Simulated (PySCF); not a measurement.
# GeSiNH5O (SMILES [NH2][GeH]1[O][SiH2]1): MP2/def2-SVP

What is the vertical ionisation energy of GeSiNH5O at MP2/def2-SVP? 

The calculation is run with PySCF 2.14.0.

### 1 The system as given

The species is GeSiNH5O (9 atoms), meant as a singlet with charge 0. As SMILES, `[NH2][GeH]1[O][SiH2]1`. Geometry: relaxed at PBE0-D4/def2-TZVP. This is one conformer, not always the lowest.

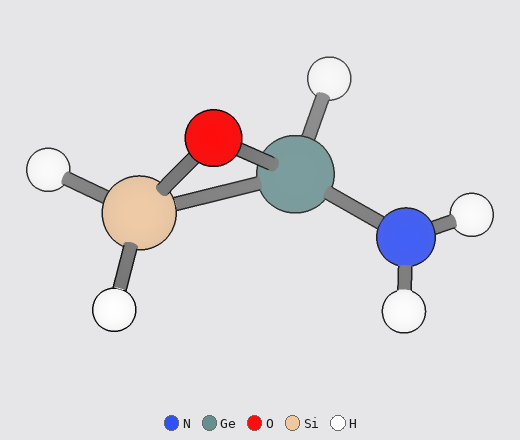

Viewed from a chosen angle; nitrogen blue, germanium teal, oxygen red, silicon light orange, hydrogen white.

### 2 The energy at MP2/def2-SVP

Input file start.xyz:

```xyz
9
GeH5NOSi
N     -0.611300     1.281200    -1.252800
Ge     0.478300     0.540700    -0.006400
O      0.756700    -1.296900    -0.385700
Si     0.040700    -1.380500     1.096300
H     -0.324400     2.159200    -1.655200
H     -1.606700     1.250700    -1.105300
H      1.833500     1.255000    -0.102900
H     -1.327100    -1.960000     1.162200
H      0.848600    -1.895900     2.232700
```

Input file job.py:

```python
from pyscf import gto, mp

system = gto.M(
    atom='start.xyz',
    basis='def2-svp',
    verbose=3,
    charge=0,
    max_memory=1860,
)

mf = system.RHF()
mf.conv_tol = 1e-10
mf.kernel()
if not mf.converged:
    mf = mf.newton().run(mf.mo_coeff, mf.mo_occ)

pt = mp.MP2(mf, frozen=16).run()
e_final = pt.e_tot
print(f'total energy: {e_final:.8f} hartree')
```

Command:

```sh
$ OMP_NUM_THREADS=1 python job.py
```

The log of the run:

```text
converged SCF energy = -2496.06841045493
E(RMP2) = -2496.75133540332  E_corr = -0.682924948390039
E(SCS-RMP2) = -2496.73055018264  E_corr = -0.662139727715504
total energy: -2496.75133540 hartree
```

Run time: 3.9 s. Hardware: 1 thread of Arm Neoverse V1, shared host; peak memory 0.28 GiB.

### 3 The doublet cation at the same level

Input file run.py:

```python
from pyscf import gto, mp

molecule = gto.M(
    atom='''
N     -0.611300     1.281200    -1.252800
Ge     0.478300     0.540700    -0.006400
O      0.756700    -1.296900    -0.385700
Si     0.040700    -1.380500     1.096300
H     -0.324400     2.159200    -1.655200
H     -1.606700     1.250700    -1.105300
H      1.833500     1.255000    -0.102900
H     -1.327100    -1.960000     1.162200
H      0.848600    -1.895900     2.232700
''',
    max_memory=1860,
    verbose=4,
    basis='def2-svp',
    charge=1,
    spin=1,
)

hf = molecule.UHF()
hf.conv_tol = 1e-10
hf.kernel()
if not hf.converged:
    hf = hf.newton().run(hf.mo_coeff, hf.mo_occ)

pt = mp.MP2(hf, frozen=16).run()
etot = pt.e_tot
print('E = %.10f Eh' % etot)
```

Command:

```sh
$ OMP_NUM_THREADS=1 python run.py
```

The log of the run:

```text
PySCF version 2.14.0

[... 141 lines left out ...]
converged SCF energy = -2495.7784146735  <S^2> = 0.79166876  2S+1 = 2.0412435
[... 1 line left out ...]
******** <class 'pyscf.mp.ump2.UMP2'> ********
nocc = (np.int64(17), np.int64(16)), nmo = (87, 87)
frozen orbitals 16
E(UMP2) = -2496.43274434058  E_corr = -0.654329667076797
E(SCS-UMP2) = -2496.41226211052  E_corr = -0.63384743701517
E_corr(same-spin) = -0.1746324963196
E_corr(oppo-spin) = -0.479697170757197
E = -2496.4327443406 Eh
```

Run time: 8.4 s. Hardware: 1 thread of Arm Neoverse V1, shared host; peak memory 0.3 GiB.

### 4 What came out

Level: MP2/def2-SVP, 16 core orbitals frozen.

| quantity | value |
| --- | --- |
| singlet GeSiNH5O: total energy | -2496.75134 Eh |
| singlet GeSiNH5O: dipole moment (Hartree–Fock density) | 3.44 D |
| singlet GeSiNH5O: HOMO energy (Hartree–Fock orbitals) | -9.16 eV |
| singlet GeSiNH5O: LUMO energy (Hartree–Fock orbitals) | 2.64 eV |
| singlet GeSiNH5O: HOMO–LUMO gap (Hartree–Fock orbitals) | 11.80 eV |
| singlet GeSiNH5O: correlation energy (16 core orbitals frozen) | -682.9 mEh |
| doublet cation: total energy | -2496.43274 Eh |
| doublet cation: HOMO energy (Hartree–Fock orbitals) (highest over α and β) | -16.20 eV |
| doublet cation: LUMO energy (Hartree–Fock orbitals) (lowest over α and β) | -6.59 eV |
| doublet cation: correlation energy (16 core orbitals frozen) | -654.3 mEh |
| doublet cation: ⟨S²⟩ of the reference determinant | 0.792 |
| vertical ionisation energy (to the doublet cation) | 8.669 eV |

The vertical ionisation energy comes to 8.67 eV (836 kJ/mol). Mulliken charges (singlet GeSiNH5O) of the mean-field density run from -0.77 on O3 to +0.71 on Si4.
